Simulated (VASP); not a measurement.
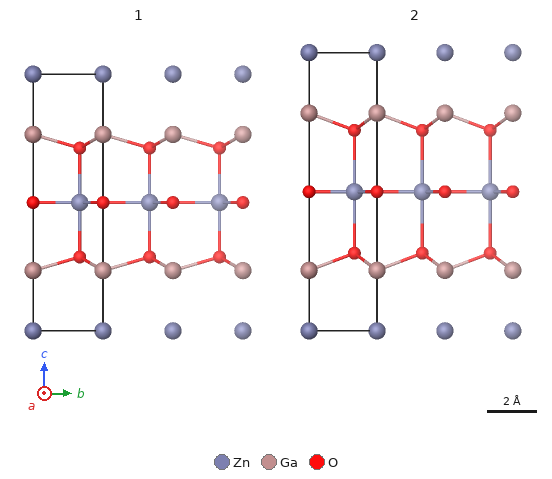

Two geometries of crystalline Zn2Ga2O3 (a generated structure, set up in P-6m2), drawn at one scale. One is the start of a relaxation, the other its converged end. The picture is a ball-and-stick view of the cell of the calculation, repeated 1 × 3 × 1 with one cell outlined, seen along the a axis.

These are results of Kohn-Sham DFT of a periodic cell, PBE, VASP PAW PBE potentials, recommended (VASP), not measurements. Settings: plane-wave cutoff 520 eV; k-point mesh 10 × 10 × 4; occupations gaussian; smearing width 0.1 eV; no spin polarisation.

**Which one is relaxed?**

Structure 2 is the relaxed one. The run lets cell and atoms move. After 18 geometry steps the energy has fallen by 0.130 eV per cell of the calculation. Largest force component: 0.13 eV/Å at the start, 0.0098 eV/Å at the end. Pressure: 0.99 GPa at the start and −0.02 GPa at the end. The largest moves relative to the cell, 0.20 Å, are those of Ga atoms. Largest moves by element: Ga 0.20 Å, O 0.10 Å. Zn stays in place. Cell: a = b 3.315 → 3.219 Å (−2.9 %), c 10.539 → 11.424 Å (+8.4 %). Volume +2.2 %. Near-neighbour distances that change, for instance: O–Zn 2.235 → 2.522 Å, O–Zn 1.914 → 1.859 Å, Ga–O 1.994 → 1.987 Å. Bond angles that change, for instance: Ga–O–Ga 112.4° → 108.2°, O–Ga–O 112.4° → 108.2°. The space group stays P-6m2 (No. 187).

Limits of the set-up: layers or molecules are held without a dispersion correction, so their spacing is unreliable.
